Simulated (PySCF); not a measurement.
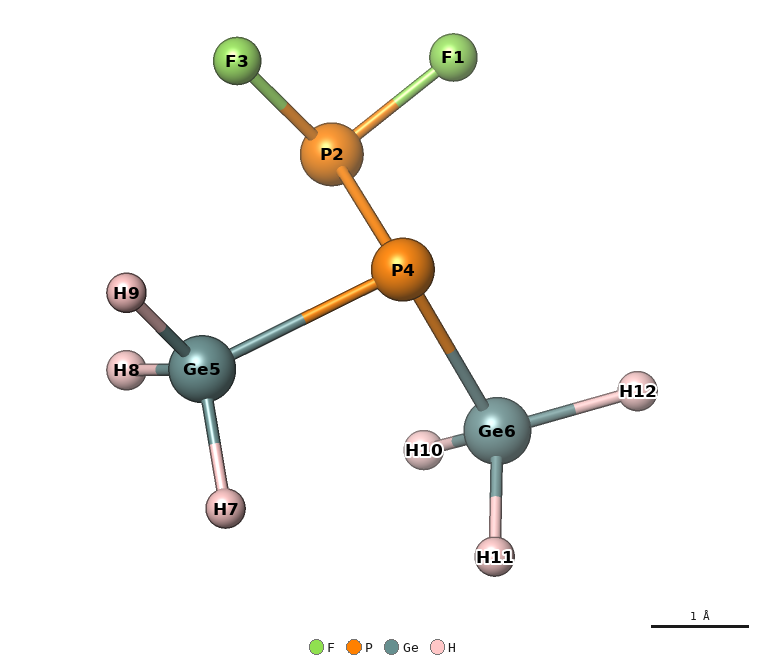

Orthographic view. Depth is shown by fading: the farther an atom, the more it takes the colour of the background. The computed structure is the end point of a PBE0-D3(BJ)/def2-SVP optimisation. No frequency run is at hand to confirm it as a minimum.

Write a Z-matrix (Å, degrees) in the order of the atom numbers, with these reference atoms: 2 to 1; 3 to 2, 1; 4 to 2, 1, 3; 5 to 4, 2, 1; 6 to 4, 2, 1; 7 to 5, 4, 2; 8 to 5, 7, 4; 9 to 5, 7, 8; 10 to 6, 4, 2; 11 to 6, 10, 4; 12 to 6, 11, 10.

```
F  
P    1   1.615
F    2   1.619   1    98.4
P    2   2.232   1    98.1   3   -97.5
Ge   4   2.335   2    91.9   1   169.4
Ge   4   2.334   2    94.9   1   -93.3
H    5   1.537   4   108.0   2   145.4
H    5   1.542   7   109.7   4   120.8
H    5   1.534   7   110.7   8   121.2
H    6   1.542   4   111.4   2   -31.0
H    6   1.536  10   109.9   4   119.0
H    6   1.536  11   110.2  10  -121.1
```
